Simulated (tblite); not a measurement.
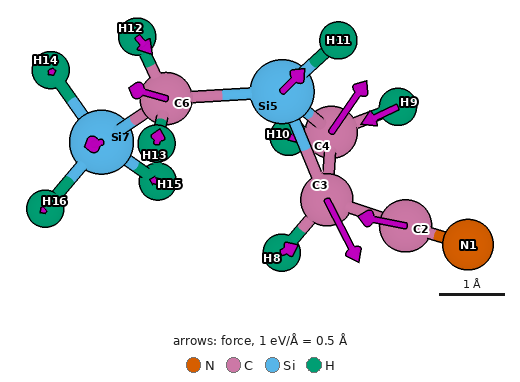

Starting geometry of C4H9NSi2 with the computed forces as purple arrows. Style: ball-and-stick. Shown from a free direction.

The calculation used tblite, GFN2-xTB geometry optimisation, gas phase. 

What follows when this structure is relaxed?

Answer. It isn't relaxed: the largest force vector, on C3, is 2.62 eV/Å. The final displacements have little in common with the starting forces (cosine between the two patterns 0.07). The energy falls by 0.477 eV in 119 geometry steps. The atom that moves furthest after the best rigid fit is H15 (1.60 Å). By element the largest moves are H 1.60 Å, N 0.51 Å, C 0.37 Å, Si 0.25 Å. Among the contacts that change: C3–C4 1.489 → 1.548 Å, C2–C3 1.463 → 1.405 Å, Si5–C6 1.837 → 1.890 Å, C4–H9 1.126 → 1.082 Å. Bond angles that change, for instance: C3–Si5–C6 110.9° → 118.2°, Si5–C4–H9 113.3° → 120.0°, Si5–C6–H12 113.5° → 107.7°. Groups turn about C6–Si7 by about 45°, Si5–C6 by about 25°.
